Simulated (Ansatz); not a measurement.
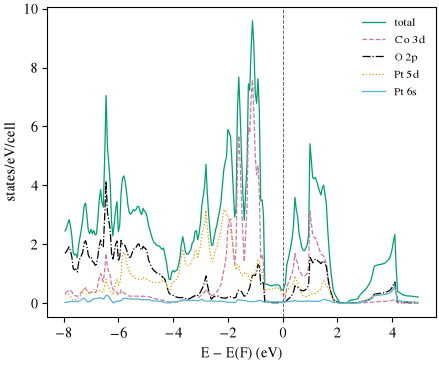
*Total and projected density of states of CoPtO2 in space group R-3m (No. 166; Co on 3b, Pt on 3a, O on 6c), the program Ansatz at the PBEsol level (PAW)*

Which orbitals carry the states next to the Fermi level?

Within 0.5 eV of the Fermi level: Pt 5d 42 %, Co 3d 35 %, O 2p 11 %, O 2s 6 %. Projections are on Löwdin-orthogonalised atomic valence shells; empty p or d shells of many metals are not among them.

Where is the tallest occupied peak in this window, and what makes it?

Near -1.1 eV, about 9.6 states/eV per cell; the largest projected share is Co 3d.

Symmetry was held in the PBEsol relaxation; of distortions, only those at the zone centre were tested. The run is not spin-polarised. No Hubbard U is applied. Without spin polarisation and U, an open-shell compound can come out a false metal. Scalar-relativistic: spin–orbit coupling is off unless named, which matters more the heavier the elements.

Potentials: the later of the program's two PAW sets.
